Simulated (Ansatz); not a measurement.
The parent structure is Te (space group P3_121, No. 152; a = 4.5209 Å, c = 5.9543 Å; made of chains). Axes: x lies along a and z along c of the hexagonal cell.

Structures relaxed with Kohn–Sham DFT with the PBE functional, run in Ansatz (an electronic-structure program) with PAW and 420 eV plane waves, no SOC.

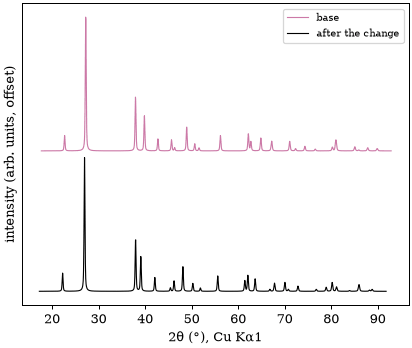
Fig. 1. Simulated powder patterns before (top) and after one change

### Question
Which of these changes matches the shifts?
A. biaxial strain −4.20 %, plane normal [001], relaxed out of plane
B. isotropic strain +3.82 %
C. isotropic strain +5.92 %
D. biaxial strain +1.90 %, plane normal [001], relaxed out of plane

### Answer
D, biaxial strain +1.90 %, plane normal [001], relaxed out of plane. Its volume per atom is 36.07 Å³ against 35.13 Å³, and its space group is P3_121 (No. 152).

Whether these cells are dynamically stable was not tested. No dispersion term is included, though the crystal is made of layers, chains or molecules, so its spacings can come out too wide.
